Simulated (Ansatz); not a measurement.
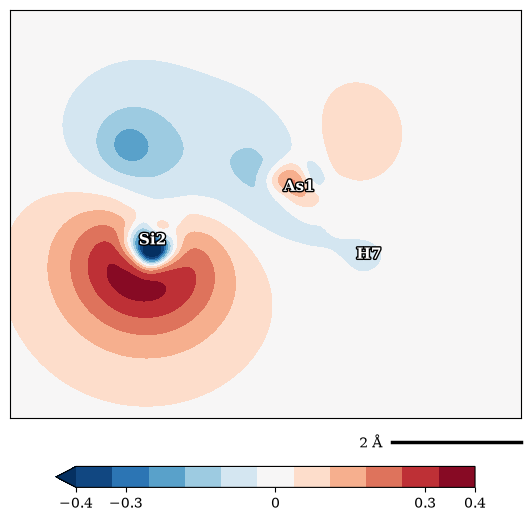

*AsH₅Si. The HOMO on the plane of atoms Si2, As1 and H7 (values in Å⁻³ᐟ²; the overall sign is arbitrary).*

Geometry: PBE0-D4/def2-TZVP.

These are results of isolated molecule in a Gaussian basis; Kohn-Sham density functional theory, functional PBE0 in Ansatz, not measurements.

The calculation's input:

```
crystal:
  periodic: [false, false, false]
  atoms:
    - {symbol: As, position_ang: [0.143977, 0.595261, 0.225204]}
    - {symbol: Si, position_ang: [0.299373, -1.783137, 0.604514]}
    - {symbol: H, position_ang: [1.404639, 1.382759, 0.476919]}
    - {symbol: H, position_ang: [-1.218392, -1.778754, 0.442580]}
    - {symbol: H, position_ang: [-0.832552, 1.547475, 0.886291]}
    - {symbol: H, position_ang: [0.242180, -1.421388, 2.086297]}
    - {symbol: H, position_ang: [-0.089466, 1.016974, -1.203235]}
basis:
  gaussian:
    orbitals: def2-TZVPD
hamiltonian:
  xc: pbe0
output:
  forces: true
  orbitals: {seedname: orbitals}
```

Command:

```sh
ansatz run input.yaml --threads 2 --pin off --max-ram 4350MiB --events-out events.jsonl --progress --plain --runs-dir runs
```

**What is the character of this orbital?**

Its weight (Hirshfeld) is mainly on Si2 (about 75 %), As1 (about 10 %), H4 (about 5 %) and H6 (about 5 %). Its energy is −6.01 eV.
